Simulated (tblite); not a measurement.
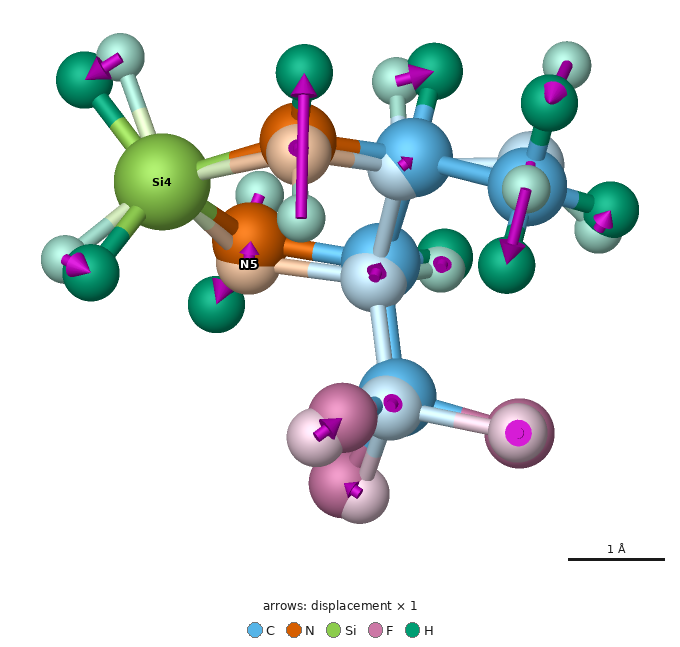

A relaxation of C4H9F3N2Si. The starting structure is drawn faded, the final one solid; purple arrows show the displacements, at their true length. The two geometries are superimposed by the best rigid fit.

The picture is a ball-and-stick view, seen at a tilt.

Theory: tblite, GFN2-xTB geometry optimisation, gas phase. 

**Which element moves most?**

Hydrogen: up to 1.55 Å, against 0.39 Å for fluorine.

**What happened in the run?**

An H atom moves most after the best rigid fit: 1.55 Å. Largest moves by element: H 1.55 Å, F 0.39 Å, C 0.32 Å, N 0.24 Å, Si 0.05 Å. Among the contacts that change: N–Si 1.809 → 1.716 Å, H–N 1.069 → 1.007 Å, C–F 1.402 → 1.344 Å, C–C 1.478 → 1.534 Å. Among the angles between lasting bonds that change: Si–N–H 106.7° → 123.2°, Si–N–H 111.4° → 125.4°, C–N–Si 99.4° → 113.3°. Groups turn about C–C by about 35°. Over 146 geometry steps the energy falls by 25.4 kcal/mol. The run took 1.5 s on 1 thread of Intel(R) Xeon(R) CPU @ 2.60GHz, on a shared host.
